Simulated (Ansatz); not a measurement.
FH2SZn (charge +1)

Input file:

```
crystal:
  periodic: [false, false, false]
  atoms:
    - { symbol: F, position_ang: [0.5656, -1.81713, 2.11576] }
    - { symbol: Zn, position_ang: [-0.15268, -0.6403, 1.1489] }
    - { symbol: S, position_ang: [0.2777, 0.36147, -1.061] }
    - { symbol: H, position_ang: [1.62055, 0.46111, -0.99602] }
    - { symbol: H, position_ang: [0.32542, -0.77475, -1.78646] }
total_charge: 1
basis:
  gaussian: { orbitals: def2-SVP }
hamiltonian:
  xc: r2scan
  dispersion: d4
relax:
  f_tol: 0.015
  max_steps: 40
output:
  orbitals: {}
```

Launched as:

```sh
ansatz run input.yaml --threads 1 --pin off --max-ram 2048MiB --backend cpu --events-out ev --progress --plain --runs-dir out
```

The fields are those of the relaxed geometry.

The calculation used Ansatz, RKS r2SCAN-D4/def2-SVP.

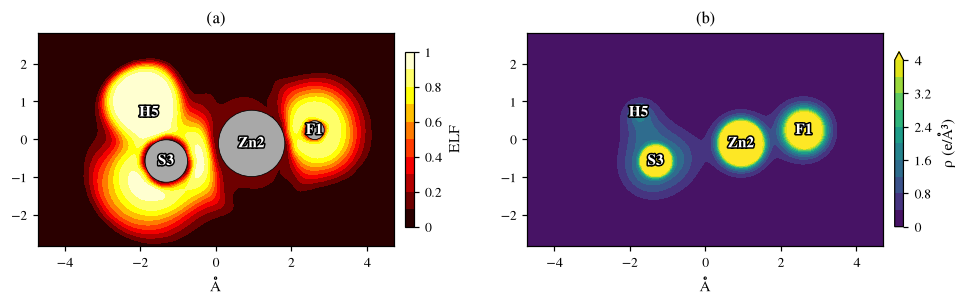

Figure 1. (a) ELF; (b) electron density on the plane of atoms Zn2, S3 and H5. Grey discs cover the atomic cores in the ELF map.

Question: Interpret the plot.

Answer:
- The section cuts through F, Zn, S and H sites.
- Zn–F (1.71 Å): the density is about 0.91 e/Å³ at the midpoint; the ELF peaks at about 0.80 in the valence shell of F, 0.5 Å from its nucleus, and is about 0.15 at the midpoint.
- Zn–S (2.31 Å): ρ is about 0.52 e/Å³ halfway, with its minimum of 0.46 e/Å³ about 1.0 Å from Zn; the ELF peaks at about 0.90 in the valence shell of S, 0.9 Å from its nucleus, and is about 0.65 at the midpoint.
- S–H (1.36 Å): ρ is about 1.5 e/Å³ halfway; the ELF climbs to about 1 towards the hydrogen, as it does in any bond to H.
- The ELF also peaks beside S3 and F1, away from the bonds: lone-pair regions.

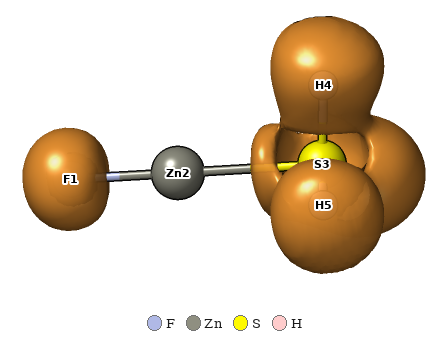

Figure 2. Isosurface of the electron localisation function at 0.75 (orange), seen at a tilt. Only the valence region is drawn (cores and ρ < 0.01 e/Å³ removed).

Question: Identify the bonds, lone pairs and shells in this picture.

Answer: At this value the surface marks out one region wrapped around F (its valence shell) and one joined region spread over several atoms (H, S), in which their bonds and any lone pairs are merged.

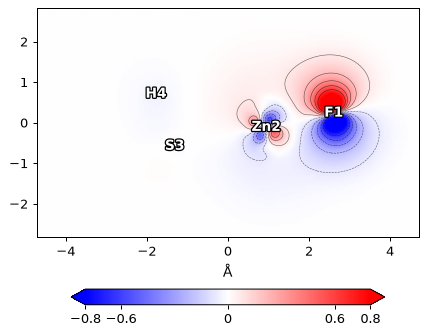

Figure 3. The HOMO−1 on the plane of atoms Zn2, S3 and H4 (values in Å⁻³ᐟ²; the overall sign is arbitrary).

Question: Where does this orbital lie, and at what energy?

Answer: It lies mainly on F1 (about 90 %) and Zn2 (about 10 %); largely a lone pair of F1. Its energy is −13.37 eV.
